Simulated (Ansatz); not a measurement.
# Run report: CH₁₀Si₂, molecular dynamics (part 3 of 3)

Continued. System: CH₁₀Si₂. Method: RKS PBE/def2-SVP (Ansatz 0.2.0). It belongs to a series of runs on one base structure; here: dynamics from the highest image of the converged band.

Geometry of the input (Å):
```
Si -0.7255  0.5585  0.6963
C  0.6398  -1.0193  1.1333
H  -1.6875  -0.5338  0.2360
H  -1.6980  1.2890  1.6405
H  0.4602  1.5023  0.8704
H  0.4542  -0.4228  -0.1479
Si -0.0058  0.5333  -1.7351
H  0.4200  -2.0408  0.7646
H  1.7260  -0.8015  1.1519
H  0.3060  -1.0004  2.1974
H  -0.3757  -0.6859  -2.5448
H  1.4016  0.9748  -2.0585
H  -0.9154  1.6467  -2.2042
```

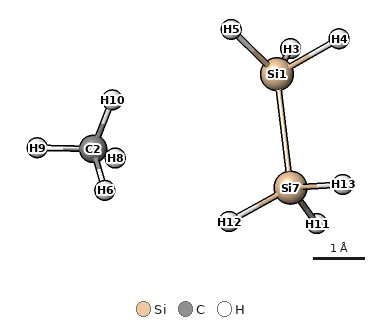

The geometry at step 107 of the log (ball-and-stick view, seen at a tilt; atoms are numbered from 1 in the order of the input).

**Trajectory as extended XYZ, continued**
```
13
Properties=species:S:1:pos:R:3:forces:R:3 step=13 time_fs=6.5 energy=-16935.12574 temperature=212.4
Si   -0.7282    0.5654    0.6762   -0.3231   0.9551  -0.2499
C     0.6487   -1.0407    1.1392    1.1600   0.4012  -0.5656
H    -1.6633   -0.6066    0.3754    0.1906  -0.2399  -0.1545
H    -1.7555    1.1478    1.7048    0.4001   0.3678  -0.3201
H     0.5005    1.5394    0.8654   -0.5329  -0.4510   0.4688
H     0.5496   -0.4542    0.0635   -0.3004  -0.2084   0.0876
Si   -0.0055    0.5370   -1.7342   -0.6368   0.8399   0.2053
H     0.3983   -2.0275    0.7521   -0.0206  -0.6886   0.0312
H     1.7395   -0.7981    1.1229   -0.0812  -0.4408   0.6410
H     0.2208   -0.9238    2.1507    0.1367   0.0902   0.1205
H    -0.4864   -0.7577   -2.3645    0.1749   0.2379  -0.2262
H     1.3937    1.0203   -2.1289   -0.1923  -0.4211   0.1781
H    -0.8437    1.7462   -2.1704    0.0248  -0.4424  -0.2163
13
Properties=species:S:1:pos:R:3:forces:R:3 step=27 time_fs=13.5 energy=-16935.54373 temperature=506.4
Si   -0.7388    0.5848    0.6493   -1.3793   0.1183  -0.7089
C     0.6932   -1.0737    1.1394    0.7513  -2.2333   0.9244
H    -1.5494   -0.7516    0.4728    0.2566   0.4019   0.0230
H    -1.7061    1.1639    1.6544   -0.5611   0.6145  -0.2102
H     0.4118    1.4354    1.0620    0.6931   0.0723   0.4329
H     0.5575   -0.5085    0.1872    0.5255  -0.1679  -0.5434
Si   -0.0163    0.5524   -1.7290   -1.2414   0.6635   0.5465
H     0.4003   -2.1373    0.8181    0.3198   1.0386   0.5749
H     1.7779   -0.9548    1.3276    0.1505  -0.1207   0.0391
H     0.1842   -0.8153    2.1038    0.1738  -0.2501  -0.4510
H    -0.5345   -0.7506   -2.2670    0.1381  -0.0332  -0.2627
H     1.3658    0.9108   -2.1403    0.4975  -0.2167   0.1459
H    -0.7873    1.7168   -2.2470   -0.3242   0.1127  -0.5104
13
Properties=species:S:1:pos:R:3:forces:R:3 step=40 time_fs=20.0 energy=-16936.37337 temperature=1089.7
Si   -0.7651    0.6096    0.6169    0.0054   2.0772   0.5867
C     0.7770   -1.1528    1.1631    1.8958  -0.9683   0.7900
H    -1.3651   -0.7627    0.5696   -0.4682   0.0345   0.1142
H    -1.8189    1.3999    1.4689   -0.0176  -0.0331  -1.0306
H     0.4754    1.2998    1.3774   -0.8375  -0.5377  -0.6354
H     0.7395   -0.6391    0.1756    0.4454  -0.2100   0.3241
Si   -0.0432    0.5781   -1.7182   -0.6185   1.0449  -0.4777
H     0.4471   -2.1642    1.0031   -0.3145  -1.1322  -0.2600
H     1.8227   -1.1642    1.5439    0.0713   0.1173  -0.3113
H     0.1833   -0.7715    1.9910   -0.0473   0.0661   0.2685
H    -0.5199   -0.7416   -2.2742    0.0650  -0.0210   0.0503
H     1.4597    0.7139   -2.0732   -0.6106  -0.0048   0.4135
H    -0.8191    1.6770   -2.4883    0.4316  -0.4329   0.1676
13
Properties=species:S:1:pos:R:3:forces:R:3 step=53 time_fs=26.5 energy=-16937.38116 temperature=1798.0
Si   -0.7951    0.6602    0.5892   -1.5820   1.1354  -0.9667
C     0.9070   -1.2862    1.2202    1.2244  -1.6315  -0.2127
H    -1.3387   -0.7323    0.7093   -0.4210   0.2685   0.1176
H    -1.9516    1.6395    0.9288    0.3780  -0.2924  -0.4226
H     0.2949    1.0197    1.5011    0.2018   0.6566   0.2578
H     1.0927   -0.8285    0.1879   -0.5104  -0.4176   1.0724
Si   -0.0799    0.6156   -1.7121   -0.4941  -0.7048   0.0482
H     0.4806   -2.3234    1.1361    0.3804   0.3928  -0.2552
H     1.9170   -1.3481    1.6804   -0.0515  -0.0816   0.0761
H     0.2316   -0.7545    1.8994    0.5526  -0.2066   0.0060
H    -0.4841   -0.7407   -2.2655   -0.1068   0.0248   0.2473
H     1.3983    0.5223   -1.8658    0.3684   0.3728   0.0403
H    -0.7258    1.5263   -2.6986    0.0602   0.4836  -0.0085
13
Properties=species:S:1:pos:R:3:forces:R:3 step=67 time_fs=33.5 energy=-16937.68640 temperature=2013.3
Si   -0.8501    0.7339    0.5459   -1.0251   0.6032  -0.5778
C     1.0953   -1.4882    1.2959   -0.4266  -1.5931   1.5683
H    -1.4920   -0.5908    0.8946   -0.1643   0.2775  -0.1869
H    -1.9405    1.7770    0.1928    0.2316  -0.2009   0.9290
H     0.1248    0.9631    1.7019   -0.4230   0.7077  -0.5846
H     1.3209   -1.0782    0.3543    0.3943   0.7468  -1.9367
Si   -0.1242    0.6471   -1.7062    1.1878  -1.0727  -0.1305
H     0.5970   -2.4886    1.1743    0.2883   0.5280   0.1166
H     2.0315   -1.5810    1.8528    0.4085  -0.2356   0.2334
H     0.4538   -0.7963    1.8497   -0.0407  -0.2702   0.2464
H    -0.4937   -0.7407   -2.1651   -0.2074  -0.0670  -0.0124
H     1.4018    0.4726   -1.6210   -0.3138   0.4026  -0.3276
H    -0.5686    1.5196   -2.8795    0.0904   0.1737   0.6628
13
Properties=species:S:1:pos:R:3:forces:R:3 step=80 time_fs=40.0 energy=-16937.69634 temperature=2020.5
Si   -0.9192    0.8116    0.4945   -0.6515   0.6443  -0.1057
C     1.2849   -1.6984    1.3803    1.1587   1.4550  -0.8803
H    -1.7161   -0.3532    1.0005   -0.1207  -0.1096  -0.2965
H    -1.8523    1.8362   -0.1495   -0.4068   0.2744   1.1464
H    -0.1058    1.2066    1.7347   -0.1225   0.3406  -0.7353
H     1.5521   -1.2617    0.3348   -0.0462  -0.6274   1.4582
Si   -0.1503    0.6596   -1.7013    1.3595  -1.4556   0.2954
H     0.7431   -2.6162    1.2216   -0.5528  -0.8208   0.0112
H     2.1874   -1.8703    2.0290   -0.3107   0.0390  -0.5951
H     0.6665   -0.9375    1.8923   -0.1196  -0.2107   0.0643
H    -0.5784   -0.7510   -2.0733   -0.0112   0.2454  -0.2726
H     1.3445    0.5790   -1.5189    0.1764   0.0119  -0.3964
H    -0.4117    1.6157   -2.8280   -0.3525   0.2136   0.3064
13
Properties=species:S:1:pos:R:3:forces:R:3 step=93 time_fs=46.5 energy=-16938.04231 temperature=2262.9
Si   -0.9999    0.8973    0.4399   -1.4244   0.6392  -0.1101
C     1.4833   -1.8953    1.4563   -1.2123  -0.9985   0.2156
H    -1.9655   -0.1389    0.9910    0.3716  -0.0460  -0.1931
H    -1.9107    1.9897   -0.0721   -0.4359   0.1395   0.2828
H    -0.3512    1.6126    1.5530    0.6508   0.0050   0.3258
H     1.8463   -1.5333    0.4970    0.0939   0.2770  -0.5508
Si   -0.1573    0.6532   -1.6927    1.1432  -0.2341   0.2654
H     0.8308   -2.8117    1.3055    0.5777   0.6013  -0.0182
H     2.3332   -2.1734    2.0818    0.3462  -0.0505   0.3601
H     0.8429   -1.1519    1.9674    0.1951   0.1683  -0.0090
H    -0.6752   -0.6912   -2.0913    0.0346  -0.0574  -0.4654
H     1.3419    0.6919   -1.5652    0.1456  -0.3625  -0.1687
H    -0.3857    1.7909   -2.6472   -0.4863  -0.0814   0.0657
13
Properties=species:S:1:pos:R:3:forces:R:3 step=107 time_fs=53.5 energy=-16938.02129 temperature=2248.2
Si   -1.1076    1.0053    0.3817   -0.8939   2.4596   0.9413
C     1.6843   -2.1229    1.5421   -0.0829  -0.3763   0.7009
H    -2.0998    0.0356    0.9197    0.2878  -0.5306   0.3449
H    -2.1238    2.1735    0.1445    0.2639  -0.6012  -0.4218
H    -0.3915    1.9697    1.4040    0.0770  -1.2439  -0.3579
H     2.1320   -1.7742    0.6168    0.0855   0.3094  -0.6778
Si   -0.1470    0.6418   -1.6804    0.3190   0.4015  -0.4968
H     1.0106   -2.9777    1.3568   -0.0344  -0.0421  -0.1291
H     2.5159   -2.4747    2.1854   -0.1277   0.0920   0.1337
H     1.1090   -1.3229    2.0479    0.1444   0.0343  -0.0405
H    -0.7521   -0.6136   -2.2907    0.2310   0.2862  -0.0106
H     1.3756    0.6651   -1.6895   -0.3073  -0.2828   0.0463
H    -0.5457    1.9235   -2.4185    0.0375  -0.5062  -0.0327
13
Properties=species:S:1:pos:R:3:forces:R:3 step=120 time_fs=60.0 energy=-16938.05523 temperature=2272.9
Si   -1.2225    1.1344    0.3390   -0.8288  -0.9143   0.1028
C     1.8725   -2.3414    1.6287    1.3793   1.0099  -1.0142
H    -2.0737    0.0260    0.9627    0.6335   0.0646   0.1197
H    -2.2730    2.1652    0.1891   -0.3758   0.3713  -0.6408
H    -0.3317    1.8944    1.2002    0.8166   0.0732   0.8786
H     2.3647   -1.9501    0.6467   -0.5011  -0.6402   1.3738
Si   -0.1332    0.6360   -1.6747   -0.9669   0.0161  -0.1671
H     1.1746   -3.1381    1.3619   -0.4348  -0.1951   0.0540
H     2.6518   -2.7269    2.3322   -0.1765   0.0644  -0.3894
H     1.4010   -1.4603    2.1092   -0.2780  -0.2259  -0.0341
H    -0.7484   -0.4609   -2.4985   -0.0296  -0.1234   0.1513
H     1.3358    0.5298   -1.7917    0.4250   0.1041   0.2023
H    -0.6976    1.8930   -2.2376    0.3372   0.3952  -0.6369
13
Properties=species:S:1:pos:R:3:forces:R:3 step=133 time_fs=66.5 energy=-16937.87590 temperature=2147.1
Si   -1.3448    1.2574    0.3018    1.4742  -0.9164   0.8078
C     2.0771   -2.5460    1.7042   -2.0113  -0.7267   0.9587
H    -1.8388    0.0284    1.0564   -0.1304   0.3426  -0.0916
H    -2.4920    2.2264    0.0120    0.5273  -0.1933   0.0837
H    -0.1104    1.7529    1.1949   -1.2371   0.0752  -0.5884
H     2.5711   -2.2246    0.8359    1.1125   0.5842  -1.7954
Si   -0.1312    0.6324   -1.6729   -0.9291   0.8189  -0.6456
H     1.2679   -3.2819    1.4115    0.6136   0.4286   0.3022
H     2.7784   -2.9866    2.4065    0.3828  -0.3620   0.3903
H     1.5997   -1.6677    2.1682   -0.1046   0.0843   0.1380
H    -0.7468   -0.3422   -2.6454   -0.0756  -0.2311   0.2969
H     1.3831    0.4331   -1.8073   -0.4686   0.3186   0.3910
H    -0.6949    1.9472   -2.2712    0.8463  -0.2230  -0.2474
13
Properties=species:S:1:pos:R:3:forces:R:3 step=147 time_fs=73.5 energy=-16937.74457 temperature=2054.2
Si   -1.4557    1.3723    0.2708    1.3578  -2.1928  -0.8634
C     2.2788   -2.7668    1.7894    1.0020   0.2194  -0.1026
H    -1.6556    0.1507    1.1251   -0.9465  -0.0618  -0.1147
H    -2.5637    2.2579   -0.1590   -0.1241   0.2451   0.2552
H    -0.2627    1.7026    1.0373    0.5454   1.3996   0.5385
H     2.9123   -2.4828    0.8787   -0.7988  -0.1799   0.8800
Si   -0.1460    0.6408   -1.6803   -1.5309   1.0027  -0.4422
H     1.4494   -3.4213    1.5113   -0.2112  -0.4262  -0.3542
H     2.9449   -3.3214    2.5137   -0.4614   0.4626  -0.3334
H     1.8014   -1.8796    2.2680    0.4649  -0.0708  -0.0938
H    -0.7718   -0.3146   -2.6715    0.0354  -0.2123   0.2996
H     1.3194    0.4400   -1.6568    0.3871  -0.1726   0.4046
H    -0.3593    1.9491   -2.4300    0.2804  -0.0130  -0.0735
13
Properties=species:S:1:pos:R:3:forces:R:3 step=160 time_fs=80.0 energy=-16938.20505 temperature=2377.0
Si   -1.5353    1.4502    0.2335    2.1377  -0.5721  -0.2942
C     2.4686   -2.9743    1.8702    0.1817  -0.1817  -0.5621
H    -1.8289    0.2727    1.1373   -0.4482   0.1803  -0.1930
H    -2.6436    2.3522   -0.2175   -0.0825  -0.0523   0.2080
H    -0.3611    2.1330    1.0011   -0.8416   0.0717  -0.3365
H     3.1175   -2.7210    0.9987   -0.1460  -0.0523   0.2791
Si   -0.1782    0.6643   -1.6938    0.3761   1.2989   0.0643
H     1.6382   -3.6158    1.5228   -0.1650   0.1778  -0.0238
H     3.0347   -3.5570    2.6021    0.3688  -0.1781   0.2647
H     2.1129   -2.0565    2.3526   -0.2421   0.2376   0.0394
H    -0.7868   -0.3804   -2.5790    0.0165  -0.1945   0.0637
H     1.3081    0.3957   -1.3544   -0.7442  -0.3032   0.1714
H     0.0770    1.9052   -2.5951   -0.4112  -0.4321   0.3190
13
Properties=species:S:1:pos:R:3:forces:R:3 step=173 time_fs=86.5 energy=-16938.23036 temperature=2395.1
Si   -1.5888    1.5195    0.1896    0.5765   1.3947  -0.5345
C     2.6611   -3.1882    1.9503   -0.8812  -0.1994   0.5196
H    -2.1772    0.4481    1.0814    0.3465   0.0541  -0.0407
H    -2.7557    2.4300   -0.2057    0.1834  -0.4267  -0.1343
H    -0.6723    2.6143    0.9021   -0.5373  -1.1346  -0.2563
H     3.3222   -2.9526    1.1330    0.7641   0.1085  -0.7565
Si   -0.2084    0.7038   -1.7059    0.2216  -0.2538   0.9567
H     1.7800   -3.7496    1.5241    0.4266   0.4227   0.4747
H     3.1903   -3.7965    2.7119   -0.0761  -0.0418  -0.1530
H     2.3732   -2.2195    2.4180   -0.2350  -0.2875  -0.0869
H    -0.7893   -0.4979   -2.4450    0.0553   0.3633   0.1226
H     1.0671    0.2410   -0.9857   -0.3931  -0.0680  -0.1494
H     0.3672    1.7285   -2.6587   -0.4513   0.0687   0.0380
13
Properties=species:S:1:pos:R:3:forces:R:3 step=187 time_fs=93.5 energy=-16937.68392 temperature=2012.1
Si   -1.6383    1.6087    0.1314   -1.1676   0.0482  -1.5494
C     2.8654   -3.4149    2.0371    1.9654   0.6355  -0.4038
H    -2.4051    0.6498    1.0050    0.6959  -0.3540   0.1582
H    -2.8623    2.3696   -0.2817   -0.3515  -0.0453  -0.7103
H    -1.1435    2.8092    0.7706    1.1147   0.4728   0.9156
H     3.6564   -3.2190    1.2015   -1.2322  -0.2663   1.1022
Si   -0.2379    0.7437   -1.7024   -0.1792  -0.7075   1.9849
H     1.9610   -3.8358    1.6266   -0.6204  -0.6672  -0.4693
H     3.3412   -4.0880    2.8022   -0.4109   0.3632  -0.3381
H     2.5634   -2.4444    2.4836    0.2971  -0.0634   0.1075
H    -0.7970   -0.5084   -2.2802   -0.4251   0.0263  -0.4244
H     0.6502    0.0520   -0.6558    0.3988   0.3471  -0.5058
H     0.5086    1.5640   -2.7078   -0.0849   0.2109   0.1327
13
Properties=species:S:1:pos:R:3:forces:R:3 step=200 time_fs=100.0 energy=-16937.81461 temperature=2103.6
Si   -1.6997    1.6998    0.0575   -1.3554   1.9879  -0.6831
C     3.0690   -3.6155    2.1123   -1.9332  -0.3588   0.3133
H    -2.3427    0.7064    0.9894    0.5414  -0.3014   0.0195
H    -3.0259    2.2672   -0.5843    0.8049  -0.2481   0.2118
H    -1.2344    2.9839    0.8915    0.0266  -1.1978  -0.6478
H     3.8102   -3.4956    1.3587    1.0237   0.2230  -1.0658
Si   -0.2683    0.7695   -1.6716   -0.4488  -0.9986   1.3561
H     2.1225   -4.0336    1.6691    0.5140   0.2372   0.0843
H     3.4019   -4.3208    2.8654    0.3453  -0.4352   0.5517
H     2.8170   -2.6613    2.5887    0.0497   0.3347   0.1157
H    -0.9453   -0.4580   -2.2675   -0.1508   0.5212  -0.2198
H     0.4167   -0.0019   -0.5437    0.7644   0.2205  -0.4862
H     0.5839    1.4973   -2.6965   -0.1818   0.0153   0.4503
```

**Summary**

```csv
quantity,value
outcome,finished
mean temperature over the second half,2205 K
trajectory,"200 steps, 100 fs"
ensemble,nve
temperature in the input,300.0 K
time step,0.5 fs
potential energy (last step),−16937.8147 eV
mean-field energy (last step),−16937.8147 eV
largest force (length of the vector) (last step),2.501 eV/Å
wall time,4.5 min (CPU time 8.8 min)
peak memory,0.13 GiB
```

**Notes**

So short a trajectory is not equilibrated.
